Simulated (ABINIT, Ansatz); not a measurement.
# Tl2S (Fm-3m): zone-centre phonons, part 2 of 3

Wanted: the vibrations of Tl2S (Fm-3m) at Γ, by two programs.

ABINIT 10.8.3; DFT LDA, scalar-relativistic, plane waves, HGH norm-conserving pseudopotentials.

So far. Step 3 (Ground state): The cell stands at -0.23 GPa: the relaxation ran with a smoothed and higher cutoff, and the difference is a stress of the finite basis. Step 4 (Zone-centre response): The acoustic modes at Γ come out as far as 1.3 cm⁻¹ from zero, where they should vanish, a small numerical error. The relaxed cell has a = 6.899 Å (conventional setting).

The structure was built from a prototype and need not be the compound's stable phase.

## Step 5: Modes with the sum rule

anaddb reads the merged derivatives and imposes the acoustic sum rule.

The input, anaddb.abi:

```
ddb_filepath "gamma_DDB"
output_file "anaddb.abo"
outdata_prefix "anaddb"
asr 1
chneut 1
enunit 2
eivec 1
nph1l 1
qph1l 0.0 0.0 0.0 1.0
```

The input, mrgddb.in:

```
gamma_DDB
merged
2
dfpt_gammao_DDB
gso_DDB
```

Launch:

```bash
$ mrgddb < mrgddb.in > mrgddb.log
$ OMP_NUM_THREADS=1 anaddb anaddb.abi > anaddb.log
```

anaddb.abo, the main output file:

```text
-outvars_anaddb: echo values of input variables ----------------------

 Miscellaneous information :
      enunit         2
       eivec         1
         asr         1
 First list of wavevector (reduced coord.) :
       nph1l         1
       qph1l
                     0.00000000E+00  0.00000000E+00  0.00000000E+00    1.000E+00

================================================================================

 read the DDB information and perform some checks

  ==== Info on the Cryst% object ====
 Real(R)+Recip(G) space primitive vectors, cartesian coordinates (Bohr,Bohr^-1):
 R(1)=  0.0000000  6.5187932  6.5187932  G(1)= -0.0767013  0.0767013  0.0767013
 R(2)=  6.5187932  0.0000000  6.5187932  G(2)=  0.0767013 -0.0767013  0.0767013
 R(3)=  6.5187932  6.5187932  0.0000000  G(3)=  0.0767013  0.0767013 -0.0767013
 Unit cell volume ucvol=  5.5402787E+02 bohr^3
 Angles (23,13,12)=  6.00000000E+01  6.00000000E+01  6.00000000E+01 degrees
 Time-reversal symmetry is present
 Reduced atomic positions [iatom, xred, symbol]:
    1)    0.0000000  0.0000000  0.0000000   S
    2)    0.2500000  0.2500000  0.2500000  Tl
    3)    0.7500000  0.7500000  0.7500000  Tl

 DDB file with 3 blocks has been read.

================================================================================

 Treat the first list of vectors

  Phonon wavevector (reduced coordinates) :  0.00000  0.00000  0.00000
 Phonon energies in Hartree :
   0.000000E+00  0.000000E+00  0.000000E+00  2.926064E-04  2.926064E-04
   2.926064E-04  6.150409E-04  6.150409E-04  6.150409E-04
 Phonon energies in meV     :
-  0.000000E+00  0.000000E+00  0.000000E+00  7.962226E+00  7.962226E+00
-  7.962226E+00  1.673612E+01  1.673612E+01  1.673612E+01
 Phonon frequencies in cm-1    :
-  0.000000E+00  0.000000E+00  0.000000E+00  6.421968E+01  6.421968E+01
-  6.421968E+01  1.349859E+02  1.349859E+02  1.349859E+02
 Phonon frequencies in Thz     :
-  0.000000E+00  0.000000E+00  0.000000E+00  1.925258E+00  1.925258E+00
-  1.925258E+00  4.046775E+00  4.046775E+00  4.046775E+00
 Phonon energies in Kelvin  :
-  0.000000E+00  0.000000E+00  0.000000E+00  9.239780E+01  9.239780E+01
-  9.239780E+01  1.942146E+02  1.942146E+02  1.942146E+02

 Eigendisplacements
 (will be given, for each mode : in cartesian coordinates
   for each atom the real part of the displacement vector,
   then the imaginary part of the displacement vector - absolute values smaller than 1.0d-7 are set to zero)
  Mode number    1   Energy    0.000000E+00
 Attention : low frequency mode.
   (Could be unstable or acoustic mode)
-  1  0.00000000E+00  0.00000000E+00  1.11553586E-03
-     0.00000000E+00  0.00000000E+00  0.00000000E+00
-  2  0.00000000E+00  0.00000000E+00  1.11553465E-03
-     0.00000000E+00  0.00000000E+00  0.00000000E+00
-  3  0.00000000E+00  0.00000000E+00  1.11553465E-03
-     0.00000000E+00  0.00000000E+00  0.00000000E+00
  Mode number    2   Energy    0.000000E+00
 Attention : low frequency mode.
   (Could be unstable or acoustic mode)
-  1  0.00000000E+00 -1.11553586E-03  0.00000000E+00
-     0.00000000E+00  0.00000000E+00  0.00000000E+00
-  2  0.00000000E+00 -1.11553465E-03  0.00000000E+00
-     0.00000000E+00  0.00000000E+00  0.00000000E+00
-  3  0.00000000E+00 -1.11553465E-03  0.00000000E+00
-     0.00000000E+00  0.00000000E+00  0.00000000E+00
  Mode number    3   Energy    0.000000E+00
 Attention : low frequency mode.
   (Could be unstable or acoustic mode)
-  1  1.11553586E-03  0.00000000E+00  0.00000000E+00
-     0.00000000E+00  0.00000000E+00  0.00000000E+00
-  2  1.11553465E-03  0.00000000E+00  0.00000000E+00
-     0.00000000E+00  0.00000000E+00  0.00000000E+00
-  3  1.11553465E-03  0.00000000E+00  0.00000000E+00
-     0.00000000E+00  0.00000000E+00  0.00000000E+00
  Mode number    4   Energy    2.926064E-04
-  1  0.00000000E+00  0.00000000E+00  0.00000000E+00
-     0.00000000E+00  0.00000000E+00  0.00000000E+00
-  2  0.00000000E+00  0.00000000E+00  1.15846321E-03
-     0.00000000E+00  0.00000000E+00  0.00000000E+00
-  3  0.00000000E+00  0.00000000E+00 -1.15846321E-03
-     0.00000000E+00  0.00000000E+00  0.00000000E+00
  Mode number    5   Energy    2.926064E-04
-  1  0.00000000E+00  0.00000000E+00  0.00000000E+00
-     0.00000000E+00  0.00000000E+00  0.00000000E+00
-  2  0.00000000E+00 -1.15846321E-03  0.00000000E+00
-     0.00000000E+00  0.00000000E+00  0.00000000E+00
-  3  0.00000000E+00  1.15846321E-03  0.00000000E+00
-     0.00000000E+00  0.00000000E+00  0.00000000E+00
  Mode number    6   Energy    2.926064E-04
-  1  0.00000000E+00  0.00000000E+00  0.00000000E+00
-     0.00000000E+00  0.00000000E+00  0.00000000E+00
-  2  1.15846321E-03  0.00000000E+00  0.00000000E+00
-     0.00000000E+00  0.00000000E+00  0.00000000E+00
-  3 -1.15846321E-03  0.00000000E+00  0.00000000E+00
-     0.00000000E+00  0.00000000E+00  0.00000000E+00
  Mode number    7   Energy    6.150409E-04
-  1  0.00000000E+00  0.00000000E+00 -3.98289053E-03
-     0.00000000E+00  0.00000000E+00  0.00000000E+00
-  2  0.00000000E+00  0.00000000E+00  3.12441152E-04
-     0.00000000E+00  0.00000000E+00  0.00000000E+00
-  3  0.00000000E+00  0.00000000E+00  3.12441152E-04
-     0.00000000E+00  0.00000000E+00  0.00000000E+00
  Mode number    8   Energy    6.150409E-04
-  1  0.00000000E+00  3.98289053E-03  0.00000000E+00
-     0.00000000E+00  0.00000000E+00  0.00000000E+00
-  2  0.00000000E+00 -3.12441152E-04  0.00000000E+00
-     0.00000000E+00  0.00000000E+00  0.00000000E+00
-  3  0.00000000E+00 -3.12441152E-04  0.00000000E+00
-     0.00000000E+00  0.00000000E+00  0.00000000E+00
  Mode number    9   Energy    6.150409E-04
-  1  3.98289053E-03  0.00000000E+00  0.00000000E+00
-     0.00000000E+00  0.00000000E+00  0.00000000E+00
-  2 -3.12441152E-04  0.00000000E+00  0.00000000E+00
-     0.00000000E+00  0.00000000E+00  0.00000000E+00
-  3 -3.12441152E-04  0.00000000E+00  0.00000000E+00
-     0.00000000E+00  0.00000000E+00  0.00000000E+00

 Analysis of degeneracies and characters (maximum tolerance=1.00E-06 a.u.)
 For each vibration mode, or group of modes if degenerate,
 the characters are given for each symmetry operation (see the list in the log file).
 Symmetry characters of vibration mode #   1
       degenerate with vibration modes #   2 to    3
  3.0 -3.0 -1.0  1.0 -1.0  1.0 -1.0  1.0  1.0 -1.0 -1.0  1.0  1.0 -1.0 -1.0  1.0
  0.0 -0.0 -0.0  0.0  0.0 -0.0 -0.0  0.0  1.0 -1.0 -1.0  1.0 -1.0  1.0  1.0 -1.0
  0.0 -0.0  0.0 -0.0 -0.0  0.0 -0.0  0.0  1.0 -1.0  1.0 -1.0 -1.0  1.0 -1.0  1.0
 Symmetry characters of vibration mode #   4
       degenerate with vibration modes #   5 to    6
  3.0  3.0 -1.0 -1.0 -1.0 -1.0 -1.0 -1.0  1.0  1.0 -1.0 -1.0  1.0  1.0 -1.0 -1.0
  0.0  0.0 -0.0 -0.0  0.0  0.0  0.0  0.0  1.0  1.0 -1.0 -1.0 -1.0 -1.0  1.0  1.0
 -0.0 -0.0  0.0  0.0  0.0  0.0 -0.0 -0.0  1.0  1.0  1.0  1.0 -1.0 -1.0 -1.0 -1.0
 Symmetry characters of vibration mode #   7
       degenerate with vibration modes #   8 to    9
  3.0 -3.0 -1.0  1.0 -1.0  1.0 -1.0  1.0  1.0 -1.0 -1.0  1.0  1.0 -1.0 -1.0  1.0
  0.0 -0.0  0.0 -0.0  0.0 -0.0 -0.0  0.0  1.0 -1.0 -1.0  1.0 -1.0  1.0  1.0 -1.0
 -0.0  0.0  0.0 -0.0  0.0 -0.0  0.0 -0.0  1.0 -1.0  1.0 -1.0 -1.0  1.0 -1.0  1.0
-
```

Wall time 0.5 s (1 thread of Arm Neoverse V1, shared host).

Read from the output:

```yaml
highest_optical_zone_centre_mode_no_lo_to_term: 135.0 cm⁻¹
```

No LO-TO term; unit eigenvectors of the mass-weighted matrix, from anaddb's displacements. Modes at Γ, with each element's share of the kinetic energy:

```
mode  frequency (cm⁻¹)  symmetry  S %  Tl %
   1               0.0  acoustic    7    93
   2               0.0  acoustic    7    93
   3               0.0  acoustic    7    93
   4              64.2       T2g    0   100
   5              64.2       T2g    0   100
   6              64.2       T2g    0   100
   7             135.0       T1u   93     7
   8             135.0       T1u   93     7
   9             135.0       T1u   93     7
```

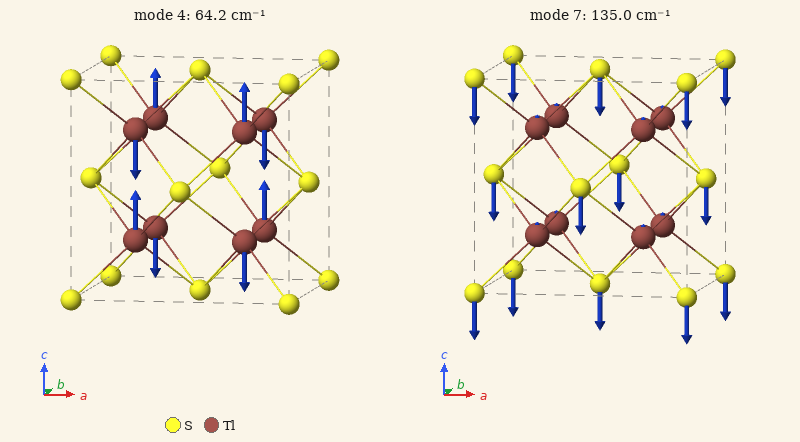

Displacement patterns of modes 4 and 7 at Γ; arrows are exaggerated. Some periodic images of atoms are drawn too.

The rule moves no optical mode by more than 0.1 cm⁻¹.

## Step 6: Sum rules set otherwise (asr 0)

Without the rule the raw error of the acoustic modes shows.

anaddb.abi, as its differences from that of step 5:

```diff
@@ -3,4 +3,4 @@
 outdata_prefix "anaddb"
-asr 1
-chneut 1
+asr 0
+chneut 0
 enunit 2
```

mrgddb.in is that of step 5.

anaddb.abo, the main output file:

```text
-outvars_anaddb: echo values of input variables ----------------------

 Miscellaneous information :
      enunit         2
       eivec         1
      chneut         0
 First list of wavevector (reduced coord.) :
       nph1l         1
       qph1l
                     0.00000000E+00  0.00000000E+00  0.00000000E+00    1.000E+00

================================================================================

 read the DDB information and perform some checks

  ==== Info on the Cryst% object ====
 Real(R)+Recip(G) space primitive vectors, cartesian coordinates (Bohr,Bohr^-1):
 R(1)=  0.0000000  6.5187932  6.5187932  G(1)= -0.0767013  0.0767013  0.0767013
 R(2)=  6.5187932  0.0000000  6.5187932  G(2)=  0.0767013 -0.0767013  0.0767013
 R(3)=  6.5187932  6.5187932  0.0000000  G(3)=  0.0767013  0.0767013 -0.0767013
 Unit cell volume ucvol=  5.5402787E+02 bohr^3
 Angles (23,13,12)=  6.00000000E+01  6.00000000E+01  6.00000000E+01 degrees
 Time-reversal symmetry is present
 Reduced atomic positions [iatom, xred, symbol]:
    1)    0.0000000  0.0000000  0.0000000   S
    2)    0.2500000  0.2500000  0.2500000  Tl
    3)    0.7500000  0.7500000  0.7500000  Tl

 DDB file with 3 blocks has been read.

================================================================================

 Treat the first list of vectors

  Phonon wavevector (reduced coordinates) :  0.00000  0.00000  0.00000
 Phonon energies in Hartree :
   5.829302E-06  5.829302E-06  5.829303E-06  2.926063E-04  2.926063E-04
   2.926063E-04  6.153938E-04  6.153938E-04  6.153938E-04
 Phonon energies in meV     :
-  1.586234E-01  1.586234E-01  1.586234E-01  7.962224E+00  7.962224E+00
-  7.962224E+00  1.674572E+01  1.674572E+01  1.674572E+01
 Phonon frequencies in cm-1    :
-  1.279384E+00  1.279384E+00  1.279384E+00  6.421967E+01  6.421967E+01
-  6.421967E+01  1.350633E+02  1.350633E+02  1.350633E+02
 Phonon frequencies in Thz     :
-  3.835496E-02  3.835497E-02  3.835497E-02  1.925257E+00  1.925257E+00
-  1.925257E+00  4.049097E+00  4.049097E+00  4.049097E+00
 Phonon energies in Kelvin  :
-  1.840748E+00  1.840748E+00  1.840748E+00  9.239777E+01  9.239777E+01
-  9.239777E+01  1.943260E+02  1.943260E+02  1.943260E+02

 Eigendisplacements
 (will be given, for each mode : in cartesian coordinates
   for each atom the real part of the displacement vector,
   then the imaginary part of the displacement vector - absolute values smaller than 1.0d-7 are set to zero)
  Mode number    1   Energy    5.829302E-06
 Attention : low frequency mode.
   (Could be unstable or acoustic mode)
-  1  0.00000000E+00  0.00000000E+00 -1.11425659E-03
-     0.00000000E+00  0.00000000E+00  0.00000000E+00
-  2  0.00000000E+00  0.00000000E+00 -1.11563494E-03
-     0.00000000E+00  0.00000000E+00  0.00000000E+00
-  3  0.00000000E+00  0.00000000E+00 -1.11563494E-03
-     0.00000000E+00  0.00000000E+00  0.00000000E+00
  Mode number    2   Energy    5.829302E-06
 Attention : low frequency mode.
   (Could be unstable or acoustic mode)
-  1  0.00000000E+00  1.11425659E-03  0.00000000E+00
-     0.00000000E+00  0.00000000E+00  0.00000000E+00
-  2  0.00000000E+00  1.11563494E-03  0.00000000E+00
-     0.00000000E+00  0.00000000E+00  0.00000000E+00
-  3  0.00000000E+00  1.11563494E-03  0.00000000E+00
-     0.00000000E+00  0.00000000E+00  0.00000000E+00
  Mode number    3   Energy    5.829303E-06
 Attention : low frequency mode.
   (Could be unstable or acoustic mode)
-  1  1.11425659E-03  0.00000000E+00  0.00000000E+00
-     0.00000000E+00  0.00000000E+00  0.00000000E+00
-  2  1.11563494E-03  0.00000000E+00  0.00000000E+00
-     0.00000000E+00  0.00000000E+00  0.00000000E+00
-  3  1.11563494E-03  0.00000000E+00  0.00000000E+00
-     0.00000000E+00  0.00000000E+00  0.00000000E+00
  Mode number    4   Energy    2.926063E-04
-  1  0.00000000E+00  0.00000000E+00  0.00000000E+00
-     0.00000000E+00  0.00000000E+00  0.00000000E+00
-  2  0.00000000E+00  0.00000000E+00  1.15846321E-03
-     0.00000000E+00  0.00000000E+00  0.00000000E+00
-  3  0.00000000E+00  0.00000000E+00 -1.15846321E-03
-     0.00000000E+00  0.00000000E+00  0.00000000E+00
  Mode number    5   Energy    2.926063E-04
-  1  0.00000000E+00  0.00000000E+00  0.00000000E+00
-     0.00000000E+00  0.00000000E+00  0.00000000E+00
-  2  0.00000000E+00  1.15846321E-03  0.00000000E+00
-     0.00000000E+00  0.00000000E+00  0.00000000E+00
-  3  0.00000000E+00 -1.15846321E-03  0.00000000E+00
-     0.00000000E+00  0.00000000E+00  0.00000000E+00
  Mode number    6   Energy    2.926063E-04
-  1  0.00000000E+00  0.00000000E+00  0.00000000E+00
-     0.00000000E+00  0.00000000E+00  0.00000000E+00
-  2  1.15846321E-03  0.00000000E+00  0.00000000E+00
-     0.00000000E+00  0.00000000E+00  0.00000000E+00
-  3 -1.15846321E-03  0.00000000E+00  0.00000000E+00
-     0.00000000E+00  0.00000000E+00  0.00000000E+00
  Mode number    7   Energy    6.153938E-04
-  1  0.00000000E+00  0.00000000E+00  3.98324861E-03
-     0.00000000E+00  0.00000000E+00  0.00000000E+00
-  2  0.00000000E+00  0.00000000E+00 -3.12082851E-04
-     0.00000000E+00  0.00000000E+00  0.00000000E+00
-  3  0.00000000E+00  0.00000000E+00 -3.12082851E-04
-     0.00000000E+00  0.00000000E+00  0.00000000E+00
  Mode number    8   Energy    6.153938E-04
-  1  0.00000000E+00  3.98324861E-03  0.00000000E+00
-     0.00000000E+00  0.00000000E+00  0.00000000E+00
-  2  0.00000000E+00 -3.12082851E-04  0.00000000E+00
-     0.00000000E+00  0.00000000E+00  0.00000000E+00
-  3  0.00000000E+00 -3.12082851E-04  0.00000000E+00
-     0.00000000E+00  0.00000000E+00  0.00000000E+00
  Mode number    9   Energy    6.153938E-04
-  1  3.98324861E-03  0.00000000E+00  0.00000000E+00
-     0.00000000E+00  0.00000000E+00  0.00000000E+00
-  2 -3.12082851E-04  0.00000000E+00  0.00000000E+00
-     0.00000000E+00  0.00000000E+00  0.00000000E+00
-  3 -3.12082851E-04  0.00000000E+00  0.00000000E+00
-     0.00000000E+00  0.00000000E+00  0.00000000E+00

 Analysis of degeneracies and characters (maximum tolerance=1.00E-06 a.u.)
 For each vibration mode, or group of modes if degenerate,
 the characters are given for each symmetry operation (see the list in the log file).
 Symmetry characters of vibration mode #   1
       degenerate with vibration modes #   2 to    3
  3.0 -3.0 -1.0  1.0 -1.0  1.0 -1.0  1.0  1.0 -1.0 -1.0  1.0  1.0 -1.0 -1.0  1.0
  0.0 -0.0  0.0 -0.0 -0.0  0.0  0.0 -0.0  1.0 -1.0 -1.0  1.0 -1.0  1.0  1.0 -1.0
  0.0 -0.0 -0.0  0.0  0.0 -0.0  0.0 -0.0  1.0 -1.0  1.0 -1.0 -1.0  1.0 -1.0  1.0
 Symmetry characters of vibration mode #   4
       degenerate with vibration modes #   5 to    6
  3.0  3.0 -1.0 -1.0 -1.0 -1.0 -1.0 -1.0  1.0  1.0 -1.0 -1.0  1.0  1.0 -1.0 -1.0
 -0.0 -0.0  0.0  0.0  0.0  0.0 -0.0 -0.0  1.0  1.0 -1.0 -1.0 -1.0 -1.0  1.0  1.0
 -0.0 -0.0  0.0  0.0  0.0  0.0  0.0  0.0  1.0  1.0  1.0  1.0 -1.0 -1.0 -1.0 -1.0
 Symmetry characters of vibration mode #   7
       degenerate with vibration modes #   8 to    9
  3.0 -3.0 -1.0  1.0 -1.0  1.0 -1.0  1.0  1.0 -1.0 -1.0  1.0  1.0 -1.0 -1.0  1.0
 -0.0  0.0  0.0 -0.0 -0.0  0.0  0.0 -0.0  1.0 -1.0 -1.0  1.0 -1.0  1.0  1.0 -1.0
 -0.0  0.0 -0.0  0.0  0.0 -0.0  0.0 -0.0  1.0 -1.0  1.0 -1.0 -1.0  1.0 -1.0  1.0
-
```

Elapsed: 0.49 s, on 1 thread.

Numbers from this step:

```yaml
highest_optical_zone_centre_mode_no_lo_to_term: 135.1 cm⁻¹
```

Zone-centre frequencies as printed; negative means imaginary. Modes:

```
mode  frequency (cm⁻¹)
   1              1.28
   2              1.28
   3              1.28
   4             64.22
   5             64.22
   6             64.22
   7             135.1
   8             135.1
   9             135.1
```

(Continued in part 3 of 3.)

[Host names and launcher messages were left out of these logs when they were recorded.]

[Logs are printed without paths, hosts, clocks, repeated set-up lines and the standing remarks that a program may print on its own settings, such as how far it seeks lower states.]

[Hosts, paths, dates, database ids (printed as entryN), source tags and the programs' standing remarks are cut or masked in the printed files.]
